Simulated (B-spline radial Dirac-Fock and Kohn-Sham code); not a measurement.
# Lu⁶²⁺: core levels and X-ray properties

Wanted for the Lu⁶²⁺ ion: its X-ray form factor and Compton profile, the binding energy of each subshell and how cheaper methods do for the levels.

The numbers are computed with B-spline radial Dirac-Fock and Kohn-Sham code (version 2): a free atom or ion on a radial basis; each step names its model.

## 1. The system

The Lu⁶²⁺ ion, [He] 2s2 2p5.

* nuclear charge: 71
* electrons: 9
* mass number: 175
* nuclear rms radius: 5.37 fm

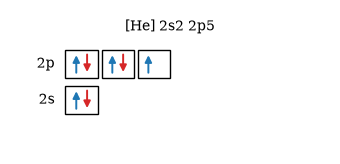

The shells outside the core; arrows follow Hund's rule for the drawing alone (heavy ions are jj-coupled), while the calculation averages over the configuration.

## 2. Form factor and Compton profile

Model: Dirac-Fock average of configuration, finite nucleus; form factor of the spherical density, Waller-Hartree incoherent function, impulse-approximation Compton profiles.

Recorded inputs:

```ini
task = scatter
Z = 71
charge = 62
configuration = 1s2 2s2 2p5
mass_number = 175
rms_radius = 5.37  # fm
s = [0.0, 0.04, 0.05, 0.06, 0.08, 0.1, 0.12, 0.15, 0.18, 0.22, 0.27, 0.34, 0.42, 0.51, 0.64, 0.78, 0.97, 1.2, 1.48, 1.82, 2.25, 2.78, 3.43]  # 1/A
pz = [0, 0.1, 0.2, 0.3, 0.4, 0.5, 0.6, 0.8, 1.0, 1.2, 1.4, 1.6, 1.8, 2.0, 2.5, 3.0, 4.0, 5.0, 7.0, 10.0, 15.0, 20.0, 30.0, 40.0, 60.0, 100.0]  # a.u.
photon_energy = [1000, 2000, 8047.8, 20000, 50000, 100000, 200000, 500000]  # eV
```

From the run's result record (rounded, not every field):

```text
status: converged
form_factor [e]: [9.0, 8.9995, 8.9991, 8.9988, 8.9978, 8.9966, 8.9951, 8.9923, 8.9889, 8.9835, 8.9751, 8.9606, 8.94, 8.9117, 8.8615, 8.7953, 8.6862, 8.526, 8.2927, 7.9605, 7.479, 6.8226, 5.9795]
incoherent: [1.3105e-11, 0.00066402, 0.0010375, 0.0014939, 0.0026556, 0.0041489, 0.0059734, 0.0093308, 0.013432, 0.020053, 0.030178, 0.047783, 0.072758, 0.10697, 0.16757, 0.24718, 0.37788, 0.56848, 0.84297, 1.2281, 1.7739, 2.4942, 3.3796]
compton_total [1/a.u.]: [0.19134, 0.19134, 0.19133, 0.19131, 0.19128, 0.19124, 0.19119, 0.19107, 0.19092, 0.19074, 0.19052, 0.19027, 0.18998, 0.18966, 0.18873, 0.18759, 0.18473, 0.18113, 0.17195, 0.15435, 0.12039, 0.088423, 0.045108, 0.024193, 0.0087175, 0.001799]
shells: ["1s1/2", "2s1/2", "2p1/2", "2p3/2"]
occupation: [2.0, 2.0, 1.6667, 3.3333]
mean_momentum [a.u.]: [72.568, 26.646, 34.978, 31.444]
r2 [bohr^2]: 0.04638
r_inverse [1/bohr]: 296.81
r1 [bohr]: 0.55022
coherent [b]: [53.872, 53.832, 53.034, 48.971, 32.431, 14.584, 5.1946, 1.0705]
incoherent_cross_section [b]: [0.00089302, 0.003551, 0.05514, 0.30446, 1.2632, 2.2772, 2.6721, 2.3481]
radial_jk:
  2p: {"j0": [1.0, 0.99993, 0.99989, 0.99984, 0.99971, 0.99955, 0.99936, 0.99899, 0.99855, 0.99784, 0.99674, 0.99484, 0.99214, 0.98843, 0.98186, 0.97319, 0.9589, 0.9379, 0.90733, 0.86377, 0.8006, 0.71441, 0.60352], "j2": [0.0, 2.865e-05, 4.4764e-05, 6.4458e-05, 0.00011458, 0.00017901, 0.00025773, 0.00040258, 0.0005795, 0.00086515, 0.0013019, 0.0020612, 0.0031381, 0.0046126, 0.0072233, 0.01065, 0.016268, 0.024441, 0.036165, 0.052499, 0.075348, 0.10474, 0.13899], "r2": 0.0060744, "r4": 7.2116e-05, "r6": 1.4094e-06}
```

The scattering functions against s = sin θ / λ:

```
s (1/Å)  f (e)  f / N      S(s)
      0  9.000  1.000         0
 0.0500  8.999  1.000  0.001037
 0.0800  8.998  1.000  0.002656
  0.120  8.995  0.999  0.005973
  0.180  8.989  0.999   0.01343
  0.270  8.975  0.997   0.03018
  0.420  8.940  0.993   0.07276
  0.640  8.861  0.985    0.1676
  0.970  8.686  0.965    0.3779
   1.48  8.293  0.921    0.8430
   2.25  7.479  0.831     1.774
   3.43  5.979  0.664     3.380
```

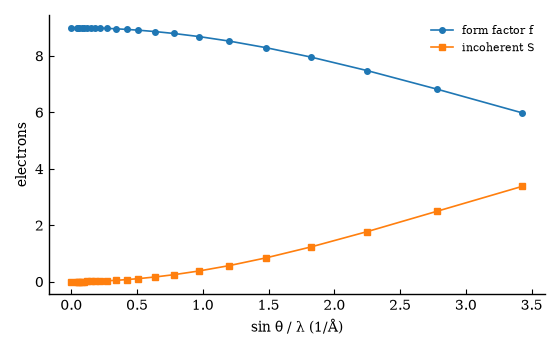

Form factor and incoherent scattering function.

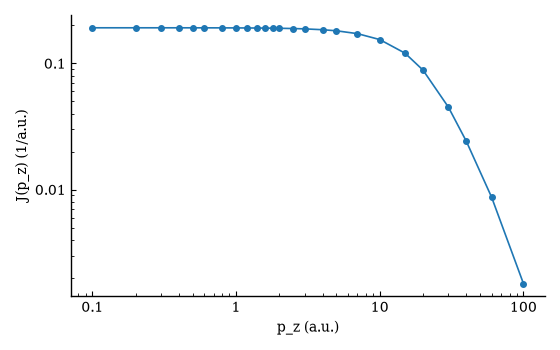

Compton profile, summed over all shells.

## 3. Core and valence levels

Model: Dirac-Fock average of configuration, Delta-SCF, finite nucleus, first-order Breit with its frequency dependence, self-energy and vacuum polarisation.

Settings, as recorded:

```ini
task = binding
```

From the run's result record (rounded, not every field):

```text
status: converged
shells: ["K", "L1", "L2,3"]
total_energy_parts [Ha]: [-9565.83863, 11.2760161, -0.930125029, -0.185300268, 11.4205787, -2.0029347]
koopmans [eV]: [69395.9, 16155.4, 14971.6]
dirac_coulomb [eV]: [69375.6, 16153.2, 14968.7]
gaunt [eV]: [-200.73, -21.8911, -29.5075]
retardation [eV]: [12.159, 1.57256, 4.07386]
breit_frequency [eV]: [2.39321, -0.241812, 1.01946]
self_energy [eV]: [-128.315, -19.182, -1.26376]
vacuum_polarisation [eV]: [23.2313, 3.23084, 0.000643539]
binding [eV]: [69084.4, 16116.7, 14943.0]
mean_radius [bohr]: [0.0192872, 0.079439, 0.0729275]
```

total_energy_parts: Dirac-Coulomb, Gaunt, retardation, frequency dependence, self-energy, vacuum polarisation. 

The binding energies by parts, in eV; the parts add up.

```
level       -ε  relaxation    Breit      QED  binding
    K  69395.9      -20.30  -186.18  -105.08  69084.4
   L1  16155.4       -2.20   -20.56   -15.95  16116.7
 L2,3  14971.6       -2.91   -24.41    -1.26  14943.0
```

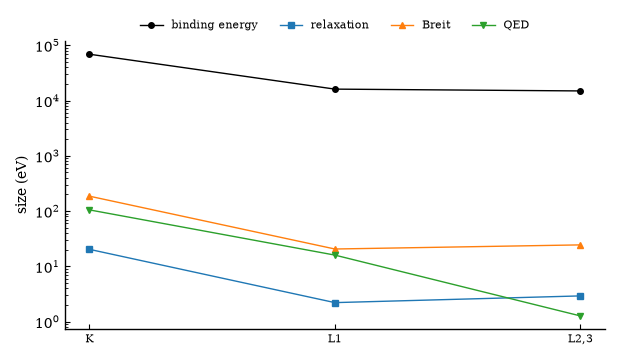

Binding energies and the sizes of their corrections, level by level (signs dropped).

## 4. Dirac LDA, for comparison

Model: Dirac-Kohn-Sham LDA (Slater exchange, VWN correlation), finite nucleus, spherical and without spin polarisation.

Recorded inputs:

```ini
task = binding-ladder
method = lda,vwn
relativity = dirac
```

From the run's result record (rounded, not every field):

```text
status: converged
shells: ["K", "L1", "L2,3"]
minus_eigenvalue [eV]: [68791.6, 15960.6, 14807.5]
delta_scf [eV]: [69379.2, 16106.8, 14973.3]
total_energy [Ha]: -9558.14804
dirac_fock_binding [eV]: [69084.4, 16116.7, 14943.0]
```

Beside the Dirac-Fock ΔSCF result with Breit and QED, in eV:

```
level       -ε    miss     ΔSCF    miss  Dirac-Fock
    K  68791.6  -292.8  69379.2  +294.8     69084.4
   L1  15960.6  -156.1  16106.8    -9.9     16116.7
 L2,3  14807.5  -135.5  14973.3   +30.3     14943.0
```

## 5. The levels by non-relativistic HF

Model: non-relativistic Hartree-Fock, average of configuration, point nucleus.

Settings, as recorded:

```ini
task = binding-ladder
method = hf
relativity = nr
```

From the run's result record (rounded, not every field):

```text
status: converged
shells: ["1s", "2s", "2p"]
minus_eigenvalue [eV]: [64487.4, 14739.4, 14418.9]
delta_scf [eV]: [64471.3, 14737.7, 14416.3]
total_energy [Ha]: -8956.54469
```

Beside the Dirac-Fock ΔSCF result with Breit and QED, in eV:

```
level       -ε     miss     ΔSCF     miss  Dirac-Fock
   1s  64487.4  -4597.0  64471.3  -4613.1     69084.4
   2s  14739.4  -1377.3  14737.7  -1379.0     16116.7
   2p  14418.9   -524.1  14416.3   -526.7     14943.0
```

Spin-orbit partners are averaged with weights 2j + 1.

## 6. Methods side by side

| method | level | eigenvalue miss (%) | ΔSCF miss (%) | time |
| --- | --- | --- | --- | --- |
| Dirac LDA | K | -0.42 | +0.43 | 0.37 s |
| non-relativistic HF | 1s | -6.65 | -6.68 | 0.06 s |
| Dirac-Fock + Breit + QED | all | - | reference | 0.78 s |

Times cover the ground state and all hole states of a step, on one thread of a shared host; states solved in an earlier step are reused, and a first call can include compiling.

## 7. Results

```
                                  quantity                 value
          rms radius of the electron cloud           0.0718 bohr
                   Compton profile at zero         0.1913 1/a.u.
              deepest level listed, K (1s)            69084.4 eV
                    least bound, L2,3 (2p)            14943.0 eV
     ionisation energy, NIST (theoretical)            14542.0 eV
           Dirac LDA, K: eigenvalue / ΔSCF  68791.6 / 69379.2 eV
non-relativistic HF, 1s: eigenvalue / ΔSCF  64487.4 / 64471.3 eV
```

The cloud is so compact that f stays above half of 9 out to s = 3.43 1/Å. Incoherent scattering outweighs coherent from 500 keV on, among the energies asked. The K (1s) level lies 20.3 eV under Koopmans' value by relaxation alone; Breit gives -186.18 and QED -105.08 eV. NIST's ionisation energy differs by -401.00 eV from the least binding energy; the calculation averages open shells over their j components and terms. Dirac LDA misses the K level by -0.4 % with its eigenvalue and by +0.4 % with ΔSCF. Breit and QED terms, which only the reference holds, shift this level by tenths of a per cent, so the eigenvalue's nearness can be cancellation. Non-relativistic HF misses the 1s level by -6.7 % with its eigenvalue and by -6.7 % with ΔSCF, as relativity is missing. The Hartree-Fock and Dirac-Fock values hold no electron correlation.
